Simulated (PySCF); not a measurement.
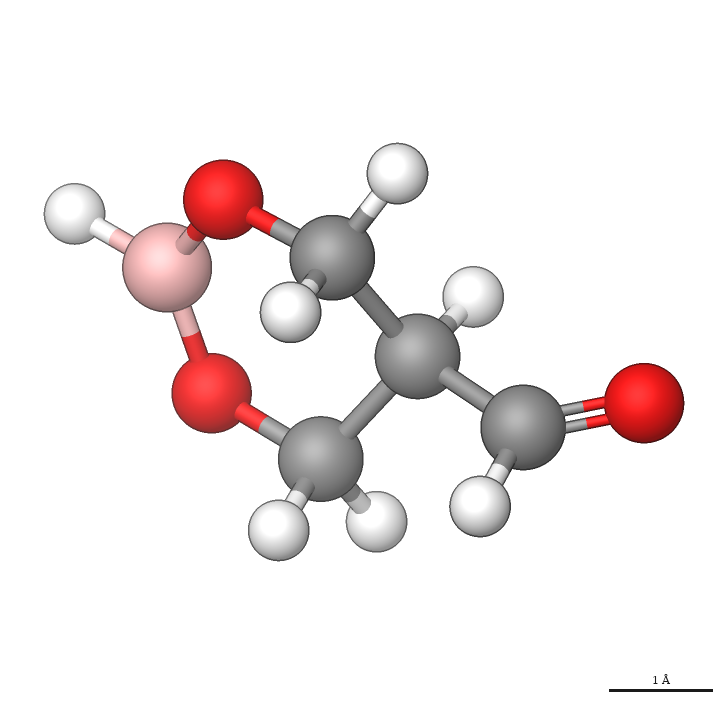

The picture shows a molecular structure as a ball-and-stick model. Multiple sticks mark multiple bonds (one Kekulé form). Colours: oxygen red, carbon grey, boron pink, hydrogen white.

Which formula does it have?

Answer. C₄H₇BO₃, 15 atoms: 4 carbon, 7 hydrogen, 1 boron and 3 oxygen.

How many bonds of each kind are drawn?

Answer. 6 C–H, 3 C–O, 3 C–C, 2 B–O, 1 B–H.

What is its SMILES?

Answer. O=CC1COBOC1

More results for the same structure follow; atom numbers are the same in all pictures, views and colours differ. Computed geometry: PBE0-D3(BJ)/def2-SVP optimisation. No frequency run is at hand to confirm it as a minimum.

**Geometry**

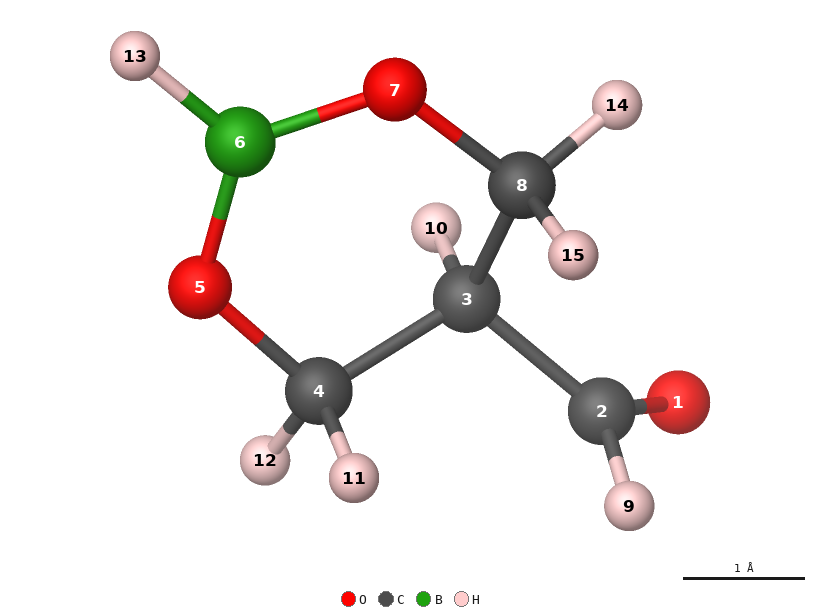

The atoms are numbered. No frequency run is at hand to confirm it as a minimum.

How are the neighbours of atom 7 arranged?

Answer. O7 has 2 neighbours (B6 at 1.36, C8 at 1.41 Å); the arrangement is bent.

Describe the coordination of atom 4.

Answer. C4 has 4 neighbours (C3 at 1.53, O5 at 1.41, H11 at 1.11, H12 at 1.10 Å); the arrangement is tetrahedral.

Describe the coordination of atom 3.

Answer. C3 has 4 neighbours (C2 at 1.51, C4 at 1.53, C8 at 1.53, H10 at 1.10 Å); the arrangement is tetrahedral.

Describe the coordination of atom 6.

Answer. B6 has 3 neighbours (O5 at 1.36, O7 at 1.36, H13 at 1.20 Å); the arrangement is trigonal planar.

What is the dihedral angle C4–O5–B6–O7?

Answer. 1° in size, that is syn (eclipsed).

**Spin–spin coupling**

No frequency run is at hand to confirm it as a minimum. Level of theory: B3LYP/pcJ-1 indirect spin-spin coupling, non-relativistic, gas phase (PySCF 2.14.0). Isotopes: 11B, 13C, 1H, 17O.

Give the spin–spin coupling constants of these pairs, with the number of bonds between them: B6/H13, C4/B6, B6/C8, B6/H12, B6/H14.

| pair | bonds apart | J (Hz) |
| --- | --- | --- |
| B6, H13 | 1 | 193.0 |
| C4, B6 | 2 | −2.4 |
| B6, C8 | 2 | −2.4 |
| B6, H12 | 3 | 4.0 |
| B6, H14 | 3 | 4.0 |

**Excitation**

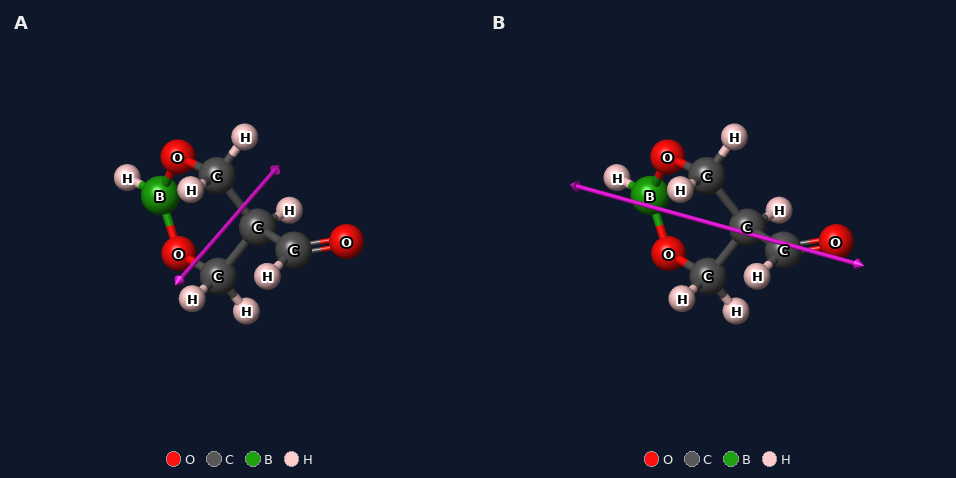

The double arrows show the directions of two transition dipoles from the ground state (lengths mean nothing). No frequency run is at hand to confirm it as a minimum. Method: TDDFT CAM-B3LYP/def2-SVPD, vertical, gas phase, core orbitals frozen in the response (PySCF 2.14.0).

One belongs to singlet state 2 and one to singlet state 7. Which is which?

Answer. A: state 7, 8.08 eV (153 nm), oscillator strength 0.022, mainly HOMO → LUMO+2 (weight 0.56).
B: state 2, 7.16 eV (173 nm), oscillator strength 0.035, mainly HOMO−1 → LUMO (weight 0.73).

**NMR shielding**

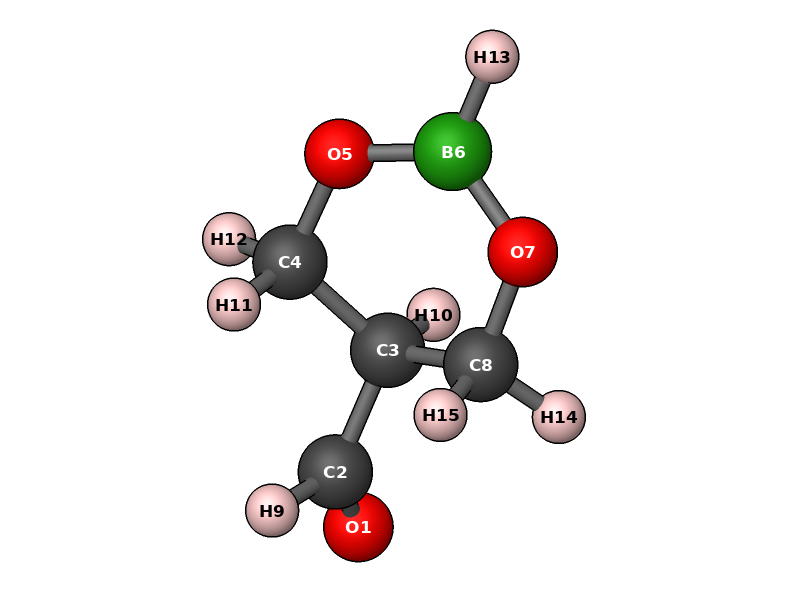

No frequency run is at hand to confirm it as a minimum. Properties computed with GIAO PBE0/pcSseg-1 NMR shielding, non-relativistic, gas phase (PySCF 2.14.0). Principal shieldings σ11 ≤ σ22 ≤ σ33, span Ω = σ33 − σ11, skew κ = 3(σiso − σ22)/Ω.

Which C atom has the most anisotropic shielding?

Answer. C2, with a span of 200 ppm.

Give the shielding tensors of the C atoms.

| atom | σ11 | σ22 | σ33 | σiso | Ω | κ |
| --- | --- | --- | --- | --- | --- | --- |
| C2 | −113.0 | −27.4 | 87.4 | −17.7 | 200.4 | 0.15 |
| C3 | 108.6 | 118.1 | 167.4 | 131.3 | 58.8 | 0.68 |
| C4 | 103.5 | 112.4 | 155.3 | 123.7 | 51.8 | 0.66 |
| C8 | 105.4 | 111.4 | 156.1 | 124.3 | 50.7 | 0.76 |

Shieldings and span in ppm.
